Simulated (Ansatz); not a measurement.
CH₆GeO···H₂

The calculation's input:

```
crystal:
  periodic: [false, false, false]
  atoms:
    - {symbol: Ge, position_ang: [-1.314114, 0.722512, -0.802036]}
    - {symbol: H, position_ang: [3.193153, -0.622314, -1.014558]}
    - {symbol: H, position_ang: [-0.950406, 1.121892, -2.234004]}
    - {symbol: H, position_ang: [-1.683007, 1.941564, 0.066037]}
    - {symbol: H, position_ang: [-2.453593, -0.314562, -0.758136]}
    - {symbol: H, position_ang: [2.474070, -0.441686, -0.911762]}
    - {symbol: O, position_ang: [0.165001, -0.021630, -0.146997]}
    - {symbol: C, position_ang: [0.135722, -0.494543, 1.176936]}
    - {symbol: H, position_ang: [1.119068, -0.910555, 1.409647]}
    - {symbol: H, position_ang: [-0.074476, 0.306712, 1.898305]}
    - {symbol: H, position_ang: [-0.611418, -1.287488, 1.316668]}
basis:
  gaussian: {orbitals: def2-TZVPP}
hamiltonian: {xc: pbe0, dispersion: d4}
output: {orbitals: {seedname: orbitals}}
```

Command:

```sh
ansatz run in.yaml --threads 4 --pin off --events-out ev --progress --plain --max-ram 9574MiB
```

The product side of a reaction path; geometry: PBE0-D4/def2-TZVP.

These are results of RKS PBE0-D4/def2-TZVPP in Ansatz 0.2.0, not measurements.

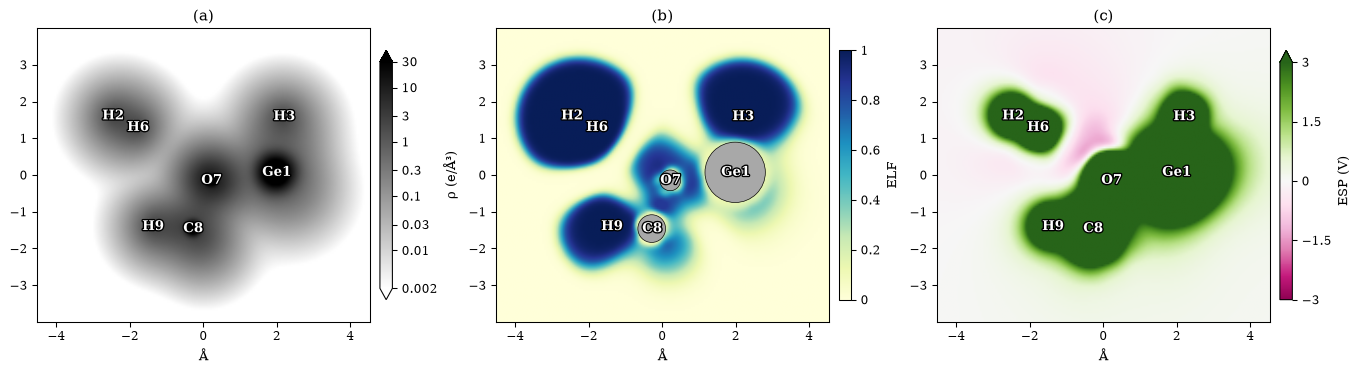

Figure 1. (a) total electron density; (b) ELF; (c) electrostatic potential on the plane of atoms H3, Ge1 and O7. Grey discs cover the atomic cores in the ELF map.

Read the bonding off the picture.

The plane passes through Ge, H, O and C nuclei. O7···H6 (2.47 Å): the density falls to about 0.06 e/Å³ on the way; the ELF dips to about 0 between them: a weak contact between the two molecules. C–O (1.41 Å): ρ is about 2 e/Å³ halfway, with its minimum of 1.8 e/Å³ about 0.5 Å from C; the ELF peaks at about 0.85 between the atoms, as expected for a polar covalent bond. Ge–O (1.78 Å): ρ is about 0.99 e/Å³ halfway; the ELF peaks at about 0.85 in the valence shell of O, 0.6 Å from its nucleus, and is about 0.35 at the midpoint. H–H (0.75 Å): ρ is about 1.8 e/Å³ halfway; the ELF peaks at about 1 between the atoms. C–H (1.09 Å): ρ is about 2.1 e/Å³ halfway; the ELF climbs to about 1 towards the hydrogen, as it does in any bond to H: an ordinary covalent bond to hydrogen. The ELF also peaks beside O7, away from the bonds: lone-pair regions. Outside the dense part of the complex the potential is most negative (−1.3 V) near O7.

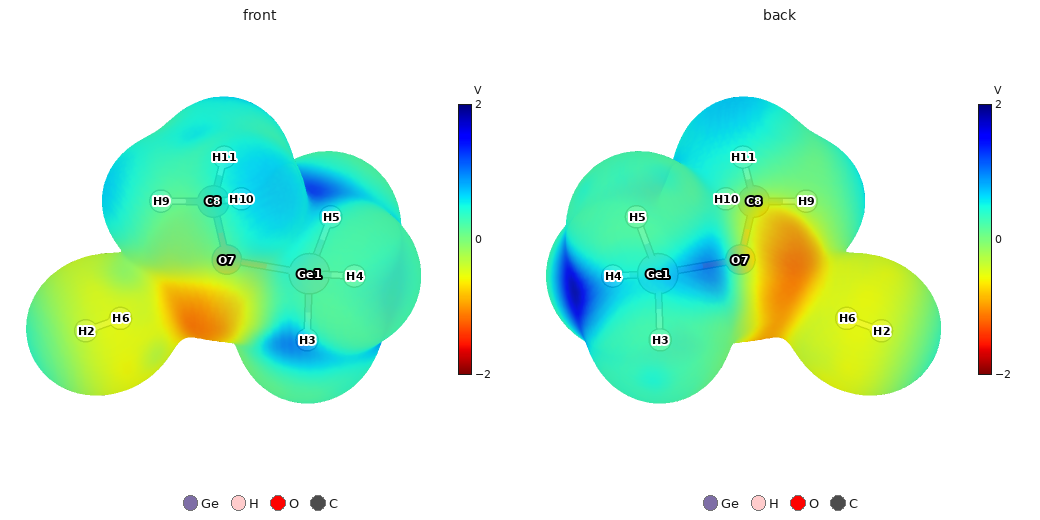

Figure 2. The electrostatic potential painted on the density surface at 0.002 e/bohr³, seen from the front and from behind; red is negative and blue positive.

Which sites attract a positive test charge, and which a negative one?

A positive charge is drawn to the negative regions and a negative charge to the positive ones. The most negative region (about −1.1 V, or −25 kcal/mol for a unit charge) lies over O7, the most positive (about +1.6 V, or +37 kcal/mol for a unit charge) over Ge1. O7 is the likeliest acceptor of a hydrogen bond.

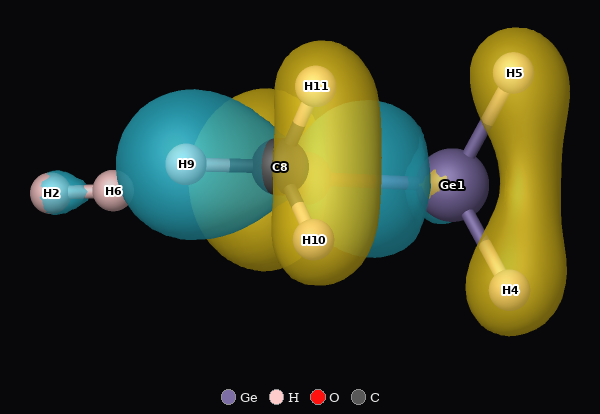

Figure 3. The HOMO−1 at ±0.1 Å⁻³ᐟ² (yellow and cyan are the two phases), seen from one side.

Where does this orbital lie, and at what energy?

It lies mainly on O7 (about 50 %), C8 (about 15 %), Ge1 (about 10 %) and H9 (about 10 %). Its energy is −8.66 eV.
